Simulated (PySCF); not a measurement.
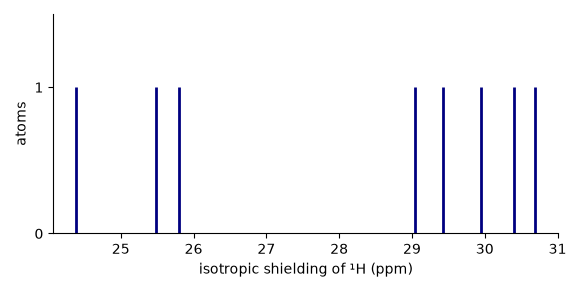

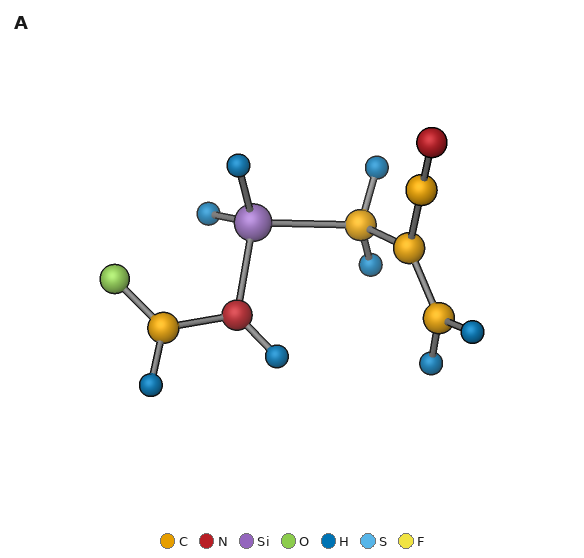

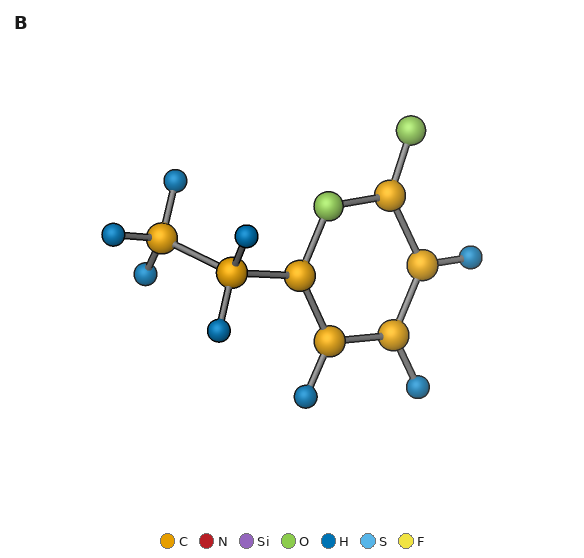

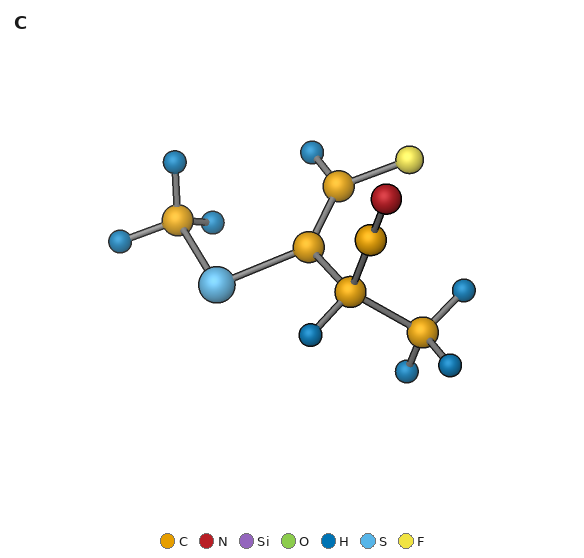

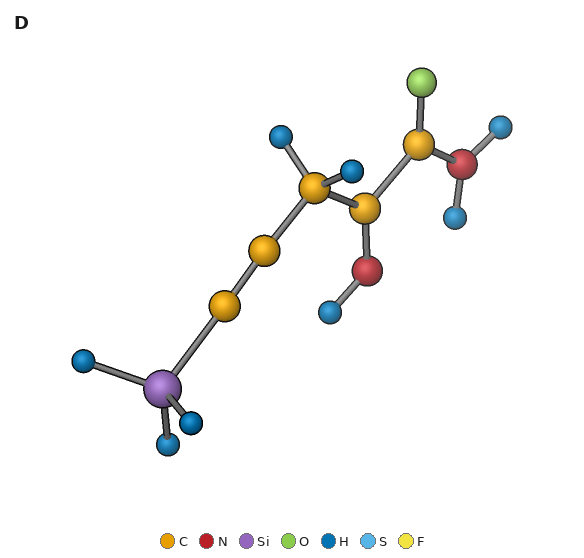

The sticks are computed shieldings of one of the molecules, for one fixed geometry (GFN2-xTB) without averaging over rotations. Low shielding means a high chemical shift. Method: GIAO PBE0/pcSseg-1 NMR shielding, non-relativistic, gas phase (PySCF 2.14.0).

Question: Which molecule gives this pattern?

Answer: B, `CCc1cccc(=O)o1`. Its 8 H atoms give lines at 24.39, 25.48, 25.80, 29.05, 29.42, 29.94, 30.40, 30.69 ppm.

The geometry is semi-empirical. Around Si such bond lengths and angles can be off by a tenth of an ångström or more and by several degrees, and values that hang on the shape move with them.
